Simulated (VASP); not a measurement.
Band structure of CdS (zinc blende). These are TPSS meta-GGA, VASP's PBE PAW potentials (set 64) (plane waves; VASP) values and carry that method's errors.

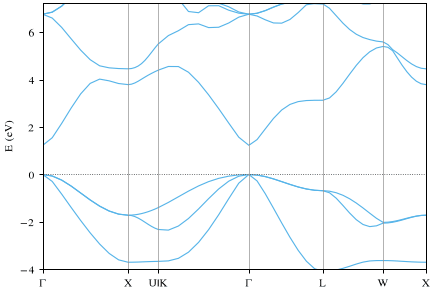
*Bands along high-symmetry lines, zero at the valence-band maximum or, without a gap, the Fermi level*

Task: Read the plot: is there a gap, and where are the band edges?

Result: The gap is direct, 1.23 eV, from the valence maximum at Γ to the conduction minimum at Γ.

Measured: gap 2.48 eV at 4 K (computed value off by -1.25 eV), as given by arXiv:1206.3780.

The compound is CdS in the zinc blende structure, a metastable form; wurtzite is the usual one. It was relaxed first, which changed the volume by +6 %.
